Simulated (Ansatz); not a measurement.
Single-point calculation, with input and output: B₂Si

- system: B₂Si
- method: RKS PBE0-D4/def2-TZVP (Ansatz 0.2.0)

The geometry comes from this level: r2SCAN-D4/def2-TZVP.

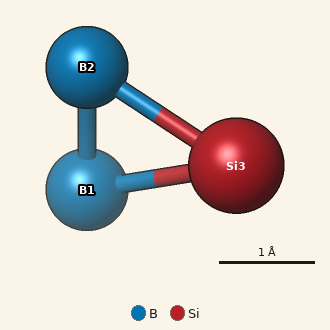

Figure 1. The structure (ball-and-stick view, seen at a tilt; atoms are numbered from 1 in the order of the input).

The input:
```yaml
crystal:
  periodic: [false, false, false]
  atoms:
    - {symbol: B, position_ang: [0.028393, 0.855917, 0.415395]}
    - {symbol: B, position_ang: [-0.645680, 0.085164, -0.694117]}
    - {symbol: Si, position_ang: [0.617287, -0.941081, 0.278721]}
basis:
  gaussian: {orbitals: def2-TZVP, initial_orbitals: start.molden}
hamiltonian: {xc: pbe0, dispersion: d4}
output: {orbitals: {seedname: orbitals}}
```

Hardware: 4 threads of Arm Neoverse N1, 23 GiB of memory available, shared host.

Command:
```bash
ansatz run in.yaml --threads 4 --pin off --events-out ev --progress --plain --max-ram 3916MiB
```

Output:
```
Functional definition: PBE0
  name "PBE0"
  cite "Adamo & Barone, J. Chem. Phys. 110, 6158 (1999) doi:10.1063/1.478522"
  cite "Perdew, Burke & Ernzerhof, Phys. Rev. Lett. 77, 3865 (1996) doi:10.1103/PhysRevLett.77.3865"
  parent pbe
  parameter a = 0.25
  parameter kappa = 0.804
  parameter beta = 0.06672455060314922
  exchange = (1 - a)*pbe_x(kappa = kappa, mu = beta*pi^2/3) + a*exact_x
  correlation = pbe_c(beta = beta)
606 factors; their error is unknown
mean field evaluation 1: about -9219.1256 eV, gradient 4.7e0 eV
mean field evaluation 2: about -9219.1431 eV, gradient 5.4e-2 eV
mean field evaluation 4: about -9219.1796 eV, gradient 5.4e-4 eV
mean field evaluation 8: about -9213.0079 eV, gradient 4.3e1 eV
mean field evaluation 16: about -9219.1418 eV, gradient 2.3e-2 eV
mean field -9219.17962272 eV, -338.7986021504 hartree, gradient 2.3e-5 eV, S^2 0.000000; 1 other end points of the search recorded, 0 dependent functions left out
reference -9219.17964491 eV, -338.7986029660 hartree; 12, 12 occupied and 87, 87 virtual orbitals, 606 factors
Total energy: -9219.24559657 eV, -338.8010266447 hartree
```

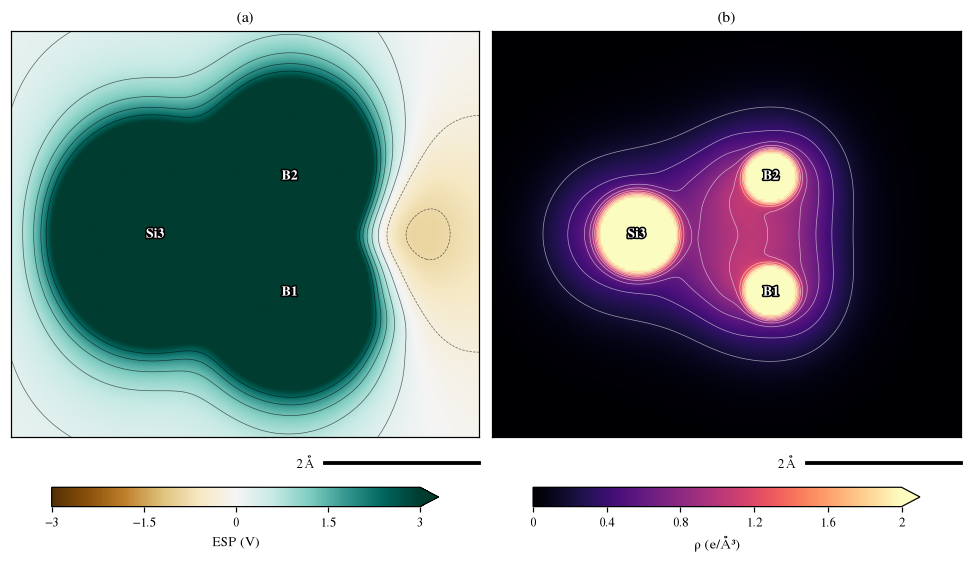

Figure 2. (a) electrostatic potential; (b) total electron density on the molecular plane. Atoms in the plane: B and Si. Si–B (1.90 Å): ρ is about 0.81 e/Å³ halfway.

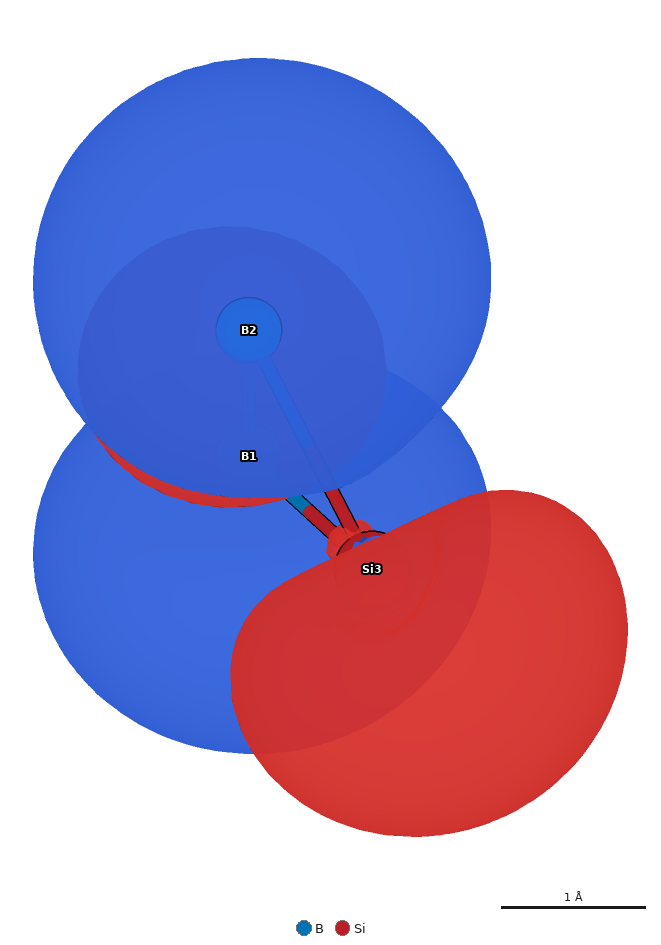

Figure 3. One frontier orbital at ±0.06 Å⁻³ᐟ² (red and blue are the two phases), seen at an oblique angle. The LUMO, at −4.12 eV. It lies mainly on B1 (40 %), B2 (40 %) and Si3 (20 %); it is symmetric in the molecular plane (σ or in-plane lone-pair type).

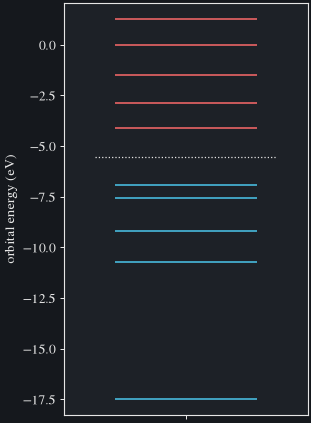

Figure 4. Orbital energies near the frontier; the dotted line parts filled from empty levels, and levels within 0.02 eV of each other stand side by side. Highest filled −6.93 eV, lowest empty −4.12 eV, 2.81 eV apart.

Key numbers:

- outcome: converged
- total energy: −9219.2456 eV
- mean-field energy: −9219.1796 eV
- dispersion energy: −0.0660 eV
- SCF solution under orbital rotations: stable
- HOMO: −6.93 eV
- LUMO: −4.12 eV
- wall time: 0.9 s (CPU time 3 s)
- peak memory: 0.13 GiB
